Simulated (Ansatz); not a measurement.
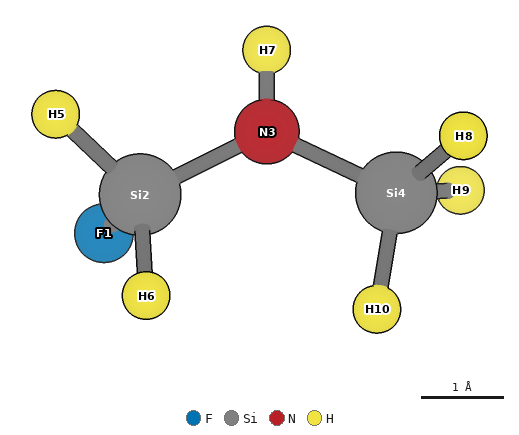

Starting structure of Si2NH6F. Style: ball-and-stick. Shown face on.

The start comes from PBE-D4/def2-SVP.

Theory: RKS PBE0-D4/def2-TZVP (Ansatz).

The input:
```yaml
crystal:
  periodic: [false, false, false]
  atoms:
    - {symbol: F, position_ang: [-1.573220, 0.979884, -1.848067]}
    - {symbol: Si, position_ang: [-0.388423, 1.320850, -0.761954]}
    - {symbol: N, position_ang: [0.537857, -0.077480, -0.323205]}
    - {symbol: Si, position_ang: [0.202265, -1.252522, 0.945152]}
    - {symbol: H, position_ang: [0.519714, 2.309678, -1.428179]}
    - {symbol: H, position_ang: [-1.061707, 1.844567, 0.467462]}
    - {symbol: H, position_ang: [1.299266, -0.319383, -0.967140]}
    - {symbol: H, position_ang: [1.428336, -1.494948, 1.785236]}
    - {symbol: H, position_ang: [-0.248787, -2.583655, 0.401695]}
    - {symbol: H, position_ang: [-0.890101, -0.666490, 1.792302]}
basis:
  gaussian: {orbitals: def2-TZVP}
hamiltonian: {xc: pbe0, dispersion: d4}
relax: {f_tol: 0.005, max_steps: 150}
```

Predict the outcome.

Answer. The energy falls by 6.96 kJ/mol in 7 geometry steps. The largest force component goes from 0.9 to 0.0042 eV/Å. The largest move after the best rigid fit is that of H8, 0.082 Å. By element the largest moves are H 0.082 Å, F 0.074 Å, N 0.031 Å, Si 0.028 Å. Some distances before and after: F1–Si2 1.643 → 1.602 Å, N3–Si4 1.761 → 1.733 Å, Si2–N3 1.734 → 1.706 Å, Si4–H8 1.506 → 1.487 Å. The run took of the order of 70 core-seconds on a shared host.

Step by step:

```
step  E − E(0), kJ/mol  largest force component, eV/Å
   0              0.00                         0.9039
   1             -5.42                         0.5434
   2             -6.91                         0.0781
   3             -6.93                         0.0146
   4             -6.94                         0.0083
   5             -6.95                         0.0056
   6             -6.96                         0.0117
   7             -6.96                         0.0042
```

Final geometry:

```xyz
10

F    -1.5614    0.9941   -1.7769
Si   -0.3750    1.3018   -0.7459
N     0.5148   -0.0947   -0.3358
Si    0.1948   -1.2361    0.9288
H     0.5172    2.2673   -1.4267
H    -1.0104    1.8393    0.4758
H     1.2645   -0.3361   -0.9699
H     1.3914   -1.4219    1.7917
H    -0.1861   -2.5698    0.3919
H    -0.9245   -0.6833    1.7302
```

The end point in the same view:

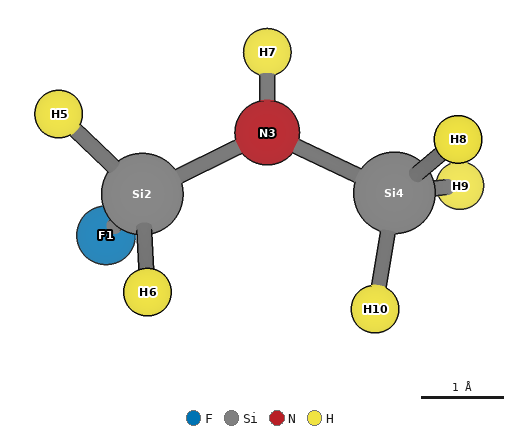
